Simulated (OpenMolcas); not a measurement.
# InSi2H7 (SMILES [SiH3][SiH2][InH2]): levels of theory compared

Aim: a comparison of 6 runs (BHLYP/def2-SVP, M06-L/def2-SVP, PBE0/def2-SVP, SVWN5/def2-SVP, TPSS/def2-SVP, revPBE/def2-SVP) of InSi2H7. 

The calculation is run with OpenMolcas 26.06.

## Step 1: The molecule

InSi2H7: 10 atoms, total charge 0, spin state singlet. As SMILES, `[SiH3][SiH2][InH2]`. The shape is that of a PBE0-D4/def2-TZVP optimisation.

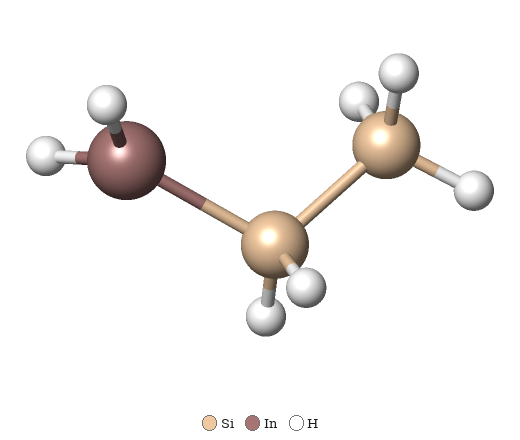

The structure, seen from a chosen angle (silicon light orange, indium brown, hydrogen white).

## Step 2: Energy and gradient at BHLYP/def2-SVP (core potential) (run 1)

job.inp

```
>>> EXPORT MOLCAS_PRINT=2
&GATEWAY
BasLib = $CurrDir
Coord
10
bohr
Si    -2.74180363     1.38384644    -1.55259898
Si     0.04365267    -1.85703386    -0.42027509
In     3.56175580    -0.11848583     2.44360485
H     -4.80198306     0.46997489    -3.23426626
H     -1.33735918     3.42437271    -2.88655666
H     -3.90360726     2.49538335     0.75683531
H     -1.43864850    -3.88697767     0.85377826
H      1.11248177    -2.94400433    -2.79169240
H      3.32856360    -0.30405693     5.69544557
H      6.17713676     1.33698123     1.13591437
Basis = def2-SVP
Group = NoSym
&SEWARD
GridInput
Grid=UltraFine
End of Grid
&SCF
KSDFT = HYB_GGA_XC_BHANDHLYP
Thresholds = 1e-10 1e-07 1e-07 1e-05
PrOrbitals = 0
&ALASKA
```

The basis set def2-SVP is read from a file made from the Basis Set Exchange's data (not shown).

Launch:

```sh
export MOLCAS_MEM=1860
pymolcas job.inp > job.log
```

Standard output:

```text
--- Start Module: gateway ---
[...]
--- Stop Module: gateway /rc=_RC_ALL_IS_WELL_ ---
[...]
      Basis functions           97
[...]
--- Start Module: scf ---
[...]
       Convergence after  12 Iterations
[...]
::    Total KS-DFT energy                            -773.0174859234
[...]
      Total spin, S                                     0.0000000000
[...]
      Total electronic charge=   56.000000
      Total            charge=   -0.000000
[...]
      Dipole Moment (debye):
      Origin of the operator (angstrom)=    0.9902   -0.0781    0.6696
                   X=  2.1746E-01               Y= -1.9536E-01               Z=  1.0783E-01           Total=  3.1158E-01
      Quadrupole Moment (debye*angstrom):
[...]
--- Stop Module: scf /rc=_RC_ALL_IS_WELL_ ---
[...]
--- Start Module: alaska ---
[...]
 *              Molecular gradients               *
 **************************************************
  Irreducible representation: a
 ------------------------------------------------------------------------------------------
                              X                       Y                       Z
 ------------------------------------------------------------------------------------------
  SI1               3.06032853630533E-03   -2.70935375352455E-03    1.34520586804054E-03
  SI2               1.54872849674770E-03    4.61320068765581E-03    2.37229549804319E-03
  IN3              -2.28913483540438E-03   -6.69173865270878E-04   -1.77265853404940E-03
  H4               -1.29796148337658E-03   -5.94759650119459E-04   -1.06955423534671E-03
  H5                8.07101671323585E-04    1.12223202726769E-03   -7.76816591662399E-04
  H6               -6.79102877082727E-04    5.66143455795753E-04    1.32042636026641E-03
  H7               -9.40573804890210E-04   -1.24623897783405E-03    8.07478249028382E-04
  H8                6.56459006811216E-04   -6.14545936671540E-04   -1.50269186282248E-03
[...]
--- Stop Module: alaska /rc=_RC_ALL_IS_WELL_ ---
[...]
```

It took 55 s on 1 thread of Intel Xeon Platinum 8259CL at 2.50GHz (Skylake/Cascade Lake), shared host; peak memory 0.54 GiB.

## Step 3: Energy and forces at M06-L/def2-SVP (core potential) (run 2)

calc.input

```
>>> EXPORT MOLCAS_PRINT=2

&GATEWAY
 BasLib=$CurrDir
 BasisSet
 Si.def2-SVP....
 Si1 -1.450900 0.732300 -0.821600 angstrom
 Si2 0.023100 -0.982700 -0.222400 angstrom
 End of Basis
 BasisSet
 In.def2-SVP....
 In3 1.884800 -0.062700 1.293100 angstrom
 End of Basis
 BasisSet
 H.def2-SVP....
 H4 -2.541100 0.248700 -1.711500 angstrom
 H5 -0.707700 1.812100 -1.527500 angstrom
 H6 -2.065700 1.320500 0.400500 angstrom
 H7 -0.761300 -2.056900 0.451800 angstrom
 H8 0.588700 -1.557900 -1.477300 angstrom
 H9 1.761400 -0.160900 3.013900 angstrom
 H10 3.268800 0.707500 0.601100 angstrom
 End of Basis

&SEWARD
 GridInput
 Grid=UltraFine
 End of Grid

&SCF
 KSDFT=M06L
 Thresholds=1e-10 1e-07 1e-07 1e-05
 PrOrbitals=1 1

&ALASKA
```

The basis set def2-SVP is read from a file made from the Basis Set Exchange's data (not shown).

Launch:

```sh
export MOLCAS_MEM=1860
pymolcas calc.input > calc.log
```

Standard output:

```text
--- Start Module: gateway ---
[...]
--- Stop Module: gateway /rc=_RC_ALL_IS_WELL_ ---
[...]
      Basis functions           97
[...]
--- Start Module: scf ---
[...]
       Convergence after  13 Iterations
[...]
::    Total KS-DFT energy                            -773.2480164085
[...]
      Total spin, S                                     0.0000000000
[...]
      Total electronic charge=   56.000000
      Total            charge=   -0.000000
[...]
      Dipole Moment (debye):
      Origin of the operator (angstrom)=    0.9902   -0.0781    0.6696
                   X=  3.1036E-01               Y= -1.5007E-01               Z=  1.8107E-01           Total=  3.8939E-01
      Quadrupole Moment (debye*angstrom):
[...]
--- Stop Module: scf /rc=_RC_ALL_IS_WELL_ ---
[...]
--- Start Module: alaska ---
[...]
 *              Molecular gradients               *
 **************************************************
  Irreducible representation: a
 ------------------------------------------------------------------------------------------
                              X                       Y                       Z
 ------------------------------------------------------------------------------------------
  SI1              -1.09274291557249E-03    2.36552986160721E-03   -3.90972023494029E-04
  SI2               2.45185320586705E-03   -7.31209376787945E-04    1.72801719786753E-03
  IN3              -6.40753342544542E-05    4.49538841171826E-04   -1.37935748798057E-04
  H4                1.35906297457700E-03    1.58294785105539E-04    9.71194241965012E-04
  H5               -7.02904054044717E-04   -1.20253672431270E-03    7.33876875867789E-04
  H6                7.07361940698092E-04   -7.46993043769795E-04   -1.24718095694698E-03
  H7                1.29771564602521E-03    1.22136520997485E-03   -3.90695850265743E-04
  H8               -2.75322887256069E-04    6.92915548547557E-04    1.66679668439329E-03
[...]
--- Stop Module: alaska /rc=_RC_ALL_IS_WELL_ ---
[...]
```

It took 72 s on 1 thread of Intel Xeon Platinum 8259CL at 2.50GHz (Skylake/Cascade Lake), shared host; peak memory 0.54 GiB.

## Step 4: Energy and forces at PBE0/def2-SVP (core potential) (run 3)

calc.input

```
&GATEWAY
  BasLib
  $CurrDir
  Coord
  10
  angstrom
  Si      -1.450900       0.732300      -0.821600
  Si       0.023100      -0.982700      -0.222400
  In       1.884800      -0.062700       1.293100
  H       -2.541100       0.248700      -1.711500
  H       -0.707700       1.812100      -1.527500
  H       -2.065700       1.320500       0.400500
  H       -0.761300      -2.056900       0.451800
  H        0.588700      -1.557900      -1.477300
  H        1.761400      -0.160900       3.013900
  H        3.268800       0.707500       0.601100
  Basis
  def2-SVP
  Group
  NoSym

&SEWARD
  GridInput
  Grid=UltraFine
  End of Grid

&SCF
  KSDFT
  PBE0
  Thresholds
  1e-10 1e-07 1e-07 1e-05
  PrOrbitals
  1 1

&ALASKA
```

The basis set def2-SVP is read from a file made from the Basis Set Exchange's data (not shown).

Launch:

```sh
export MOLCAS_MEM=1860
pymolcas calc.input > calc.log
```

Standard output:

```text
--- Start Module: gateway ---
[...]
--- Stop Module: gateway /rc=_RC_ALL_IS_WELL_ ---
[...]
      Basis functions           97
[...]
--- Start Module: scf ---
[...]
       Convergence after  13 Iterations
[...]
::    Total KS-DFT energy                            -772.8519088197
[...]
      Total spin, S                                     0.0000000000
[...]
      Total electronic charge=   56.000000
      Total            charge=   -0.000000
[...]
      Dipole Moment (debye):
      Origin of the operator (angstrom)=    0.9902   -0.0781    0.6696
                   X=  2.2758E-01               Y= -1.5219E-01               Z=  1.2288E-01           Total=  3.0009E-01
      Quadrupole Moment (debye*angstrom):
[...]
--- Stop Module: scf /rc=_RC_ALL_IS_WELL_ ---
[...]
--- Start Module: alaska ---
[...]
 *              Molecular gradients               *
 **************************************************
  Irreducible representation: a
 ------------------------------------------------------------------------------------------
                              X                       Y                       Z
 ------------------------------------------------------------------------------------------
  SI1              -3.37338713102042E-04    6.41161411420121E-04   -1.84406085136146E-04
  SI2              -2.43025613550163E-04   -5.47677194941087E-04   -2.63796395950866E-04
  IN3              -5.93759004596350E-04   -2.39398607980945E-04   -4.64230197234627E-04
  H4                2.00858220942868E-03    1.00995837379791E-03    1.66402466434912E-03
  H5               -1.42911516092226E-03   -2.05037011970077E-03    1.35607595769427E-03
  H6                1.16283952921803E-03   -1.12348559378539E-03   -2.31533011718987E-03
  H7                1.55571416869460E-03    1.91935978245450E-03   -1.20229649879944E-03
  H8               -9.69233556194604E-04    9.95461914278906E-04    2.36847486054348E-03
[...]
--- Stop Module: alaska /rc=_RC_ALL_IS_WELL_ ---
[...]
```

It took 56 s on 1 thread of Intel Xeon Platinum 8259CL at 2.50GHz (Skylake/Cascade Lake), shared host; peak memory 0.54 GiB.

Runs 4 to 5 aren't shown in full; the table further down has their settings and results.

## Step 5: Energy and gradient at revPBE/def2-SVP (core potential) (run 6)

job.input

```
&GATEWAY
BasLib=$CurrDir
BasisSet
Si.def2-SVP....
Si1 -1.450900 0.732300 -0.821600 angstrom
Si2 0.023100 -0.982700 -0.222400 angstrom
End of Basis
BasisSet
In.def2-SVP....
In3 1.884800 -0.062700 1.293100 angstrom
End of Basis
BasisSet
H.def2-SVP....
H4 -2.541100 0.248700 -1.711500 angstrom
H5 -0.707700 1.812100 -1.527500 angstrom
H6 -2.065700 1.320500 0.400500 angstrom
H7 -0.761300 -2.056900 0.451800 angstrom
H8 0.588700 -1.557900 -1.477300 angstrom
H9 1.761400 -0.160900 3.013900 angstrom
H10 3.268800 0.707500 0.601100 angstrom
End of Basis
&SEWARD
GridInput
Grid=UltraFine
End of Grid
&SCF
KSDFT=revPBE
Thresholds=1e-10 1e-07 1e-07 1e-05
PrOrbitals=1 1
&ALASKA
```

The basis set def2-SVP is read from a file made from the Basis Set Exchange's data (not shown).

Launch:

```sh
export MOLCAS_MEM=1860
pymolcas job.input > job.log
```

Standard output:

```text
--- Start Module: gateway ---
[...]
--- Stop Module: gateway /rc=_RC_ALL_IS_WELL_ ---
[...]
      Basis functions           97
[...]
--- Start Module: scf ---
[...]
       Convergence after  13 Iterations
[...]
::    Total KS-DFT energy                            -773.0297478000
[...]
      Total spin, S                                     0.0000000000
[...]
      Total electronic charge=   56.000000
      Total            charge=   -0.000000
[...]
      Dipole Moment (debye):
      Origin of the operator (angstrom)=    0.9902   -0.0781    0.6696
                   X=  1.8100E-01               Y= -1.4633E-01               Z=  9.1288E-02           Total=  2.5001E-01
      Quadrupole Moment (debye*angstrom):
[...]
--- Stop Module: scf /rc=_RC_ALL_IS_WELL_ ---
[...]
--- Start Module: alaska ---
[...]
 *              Molecular gradients               *
 **************************************************
  Irreducible representation: a
 ------------------------------------------------------------------------------------------
                              X                       Y                       Z
 ------------------------------------------------------------------------------------------
  SI1              -7.36370578062306E-04    1.10765638884569E-03   -3.47162711430649E-04
  SI2              -2.89752072740512E-04   -8.40907171731686E-04   -4.44410315546762E-04
  IN3              -6.45466011327755E-04    1.22973518396297E-04   -3.97592855895468E-04
  H4                5.03452708736107E-03    2.14948265739801E-03    4.07965648618136E-03
  H5               -3.17598224095628E-03   -4.91828199573696E-03    3.24098702632769E-03
  H6                2.88724530697815E-03   -2.73245704535086E-03   -5.36289730188733E-03
  H7                3.61669047124469E-03    4.86219416415512E-03   -2.83707942604972E-03
  H8               -2.37165403976514E-03    2.64616655149963E-03    5.66133799411617E-03
[...]
--- Stop Module: alaska /rc=_RC_ALL_IS_WELL_ ---
[...]
```

Run time: 55 s. Hardware: 1 thread of Intel Xeon Platinum 8259CL at 2.50GHz (Skylake/Cascade Lake), shared host; peak memory 0.54 GiB.

## Step 6: All runs side by side

| run | level | energy (Eh) | dipole moment (D) | HOMO energy (eV) | LUMO energy (eV) | wall time |
| --- | --- | --- | --- | --- | --- | --- |
| 1 | BHLYP/def2-SVP (core potential) | -773.017486 | 0.31 | -8.13 | -1.49 | 55 s |
| 2 | M06-L/def2-SVP (core potential) | -773.248016 | 0.39 | -6.40 | -2.53 | 72 s |
| 3 | PBE0/def2-SVP (core potential) | -772.851909 | 0.30 | -7.28 | -2.18 | 56 s |
| 4 | SVWN5/def2-SVP (core potential) | -770.401608 | 0.19 | -6.36 | -3.11 | 46 s |
| 5 | TPSS/def2-SVP (core potential) | -773.089131 | 0.25 | -6.41 | -2.74 | 73 s |
| 6 | revPBE/def2-SVP (core potential) | -773.029748 | 0.25 | -6.23 | -2.77 | 55 s |

## Step 7: Outcome

| quantity | value |
| --- | --- |
| run 6: total energy | -773.02975 Eh |
| run 6: dipole moment | 0.25 D |
| run 6: HOMO energy | -6.23 eV |
| run 6: LUMO energy | -2.77 eV |
| run 6: HOMO–LUMO gap | 3.46 eV |
| run 6: largest force on an atom | 0.351 eV/Å |

In words: The dipole moment (its size) runs from 0.19 D (SVWN5/def2-SVP) to 0.39 D (M06-L/def2-SVP). The HOMO–LUMO gap runs from 3.25 eV (SVWN5/def2-SVP) to 6.64 eV (BHLYP/def2-SVP). Totals of different functionals can't be ranked against each other. All runs together took 6 min, the longest 73 s.
